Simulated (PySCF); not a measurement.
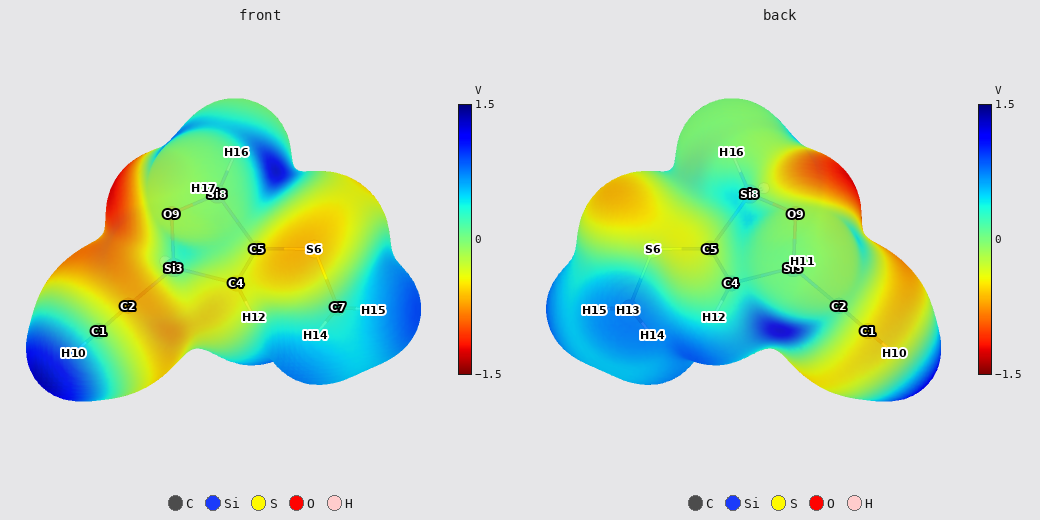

Figure 1: C$_{5}$H$_{8}$OSSi$_{2}$. The electrostatic potential painted on the density surface at 0.001 e/bohr³, seen from the front and from behind; the colour scale runs from red (negative) to blue (positive).

Geometry: GFN2-xTB.

Theory: PySCF 2.14.0, PBE0/pcSseg-1, SCF density, gas phase, non-relativistic.

Input

```
{"job": {"kind": "nmr", "xc": "PBE0", "basis": "pcSseg-1"}, "charge": 0, "multiplicity": 1}
C      3.749242     1.371724    -0.257819
C      2.797635     0.773922    -0.684232
Si     1.316958    -0.116937    -1.345847
C     -0.263259     0.380307    -0.459046
C     -0.783951    -0.621935     0.260276
S     -2.236868    -0.575296     1.232598
C     -2.825119     1.138019     1.048811
Si     0.217087    -2.235278     0.182006
O      1.368131    -1.689655    -0.836615
H      4.586774     1.886469     0.117937
H      1.285454    -0.156828    -2.803599
H     -0.705587     1.363841    -0.517098
H     -3.062465     1.335917     0.007330
H     -2.064548     1.823088     1.412459
H     -3.720057     1.216386     1.657415
H     -0.503335    -3.313274    -0.481705
H      0.836909    -2.568443     1.457218
```

Launched as:

```sh
OMP_NUM_THREADS=1 python probes_run.py task.json out
```

Question: Where is the surface potential most negative and most positive?

Answer: The most negative region (about −1.2 V) lies over O9, the most positive (about +1.3 V) over H10. O9 is the likeliest acceptor of a hydrogen bond.

Question: How polar is the molecule by this calculation?

Answer: Its dipole moment is 2.40 D.
